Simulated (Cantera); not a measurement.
Input: 1 mol Fe(CO)₅, 0.17 mol O₂, 3.6 mol N₂, held at 17.0 Pa.

These are equilibrium values from Cantera (NASA tables, ideal gas, pure condensed phases), not measurements of a reactor. Candidate condensed phases: C, Fe, Fe(CO)₅, FeO, Fe₂O₃, Fe₃O₄; 27 gas species. Rates play no part.

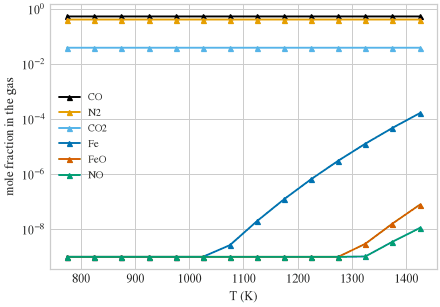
Figure: Equilibrium gas composition (values under 1e-9 drawn at 1e-9)

From 775 K to 1175 K the condensed part is Fe(α). From 1225 K to 1425 K the condensed part is Fe(γ).
